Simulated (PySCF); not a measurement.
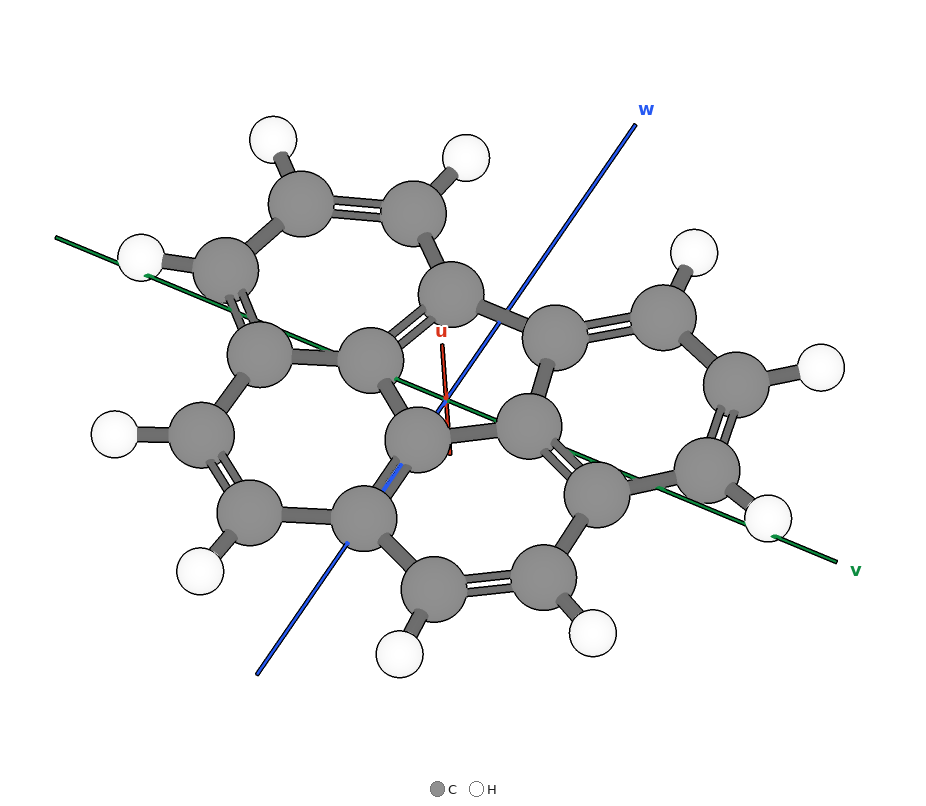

The lines u, v and w are the principal axes of the static dipole polarisability. The geometry was computed by an optimisation with GFN2-xTB. No frequency run is at hand to confirm it as a minimum. Method: B3LYP/6-31G* (PySCF 2.14.0).

Along which axis is the molecule most polarisable, and along which least?

Answer. Most along v, least along u.

Give the three principal values.

Answer. u 52.9, v 271.8, w 230.0 bohr³; mean 184.9, anisotropy 201.3 bohr³.
